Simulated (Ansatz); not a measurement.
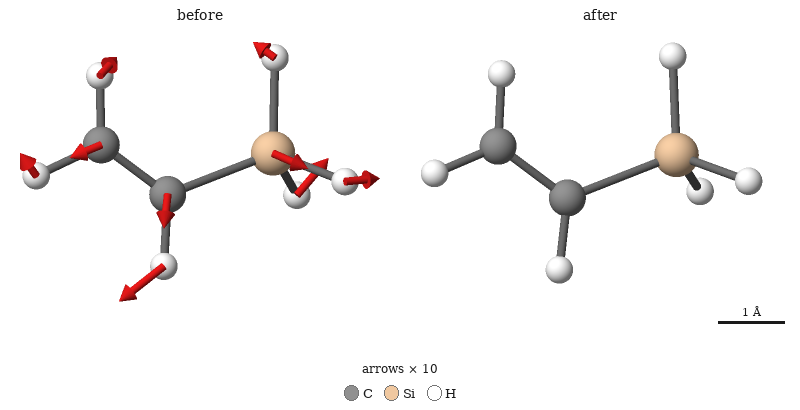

The structure of C2H6Si (coarse preliminary run) before (left) and after (right) a relaxation, at one scale. The red arrows give the displacements, magnified 10 times.

The picture is a ball-and-stick view, seen at a tilt.

The start comes from a force field.

Theory: RKS PBE-D4/def2-SVP (Ansatz). Settings: force threshold 0.03 eV/Å; at most 200 steps.

### What changed between the two?

Over 6 geometry steps the energy falls by 25.1 kJ/mol. The largest force component goes from 3.4 to 0.0085 eV/Å. An H atom moves most after the best rigid fit: 0.089 Å. By element the largest moves are H 0.089 Å, Si 0.061 Å, C 0.056 Å. Among the contacts that change: C–Si 1.815 → 1.878 Å, C–H 1.052 → 1.104 Å, C–C 1.297 → 1.348 Å, H–Si 1.455 → 1.505 Å. Among the angles between lasting bonds that change: C–C–H 126.2° → 121.9°, H–Si–H 112.5° → 109.2°, Si–C–H 114.9° → 118.2°.
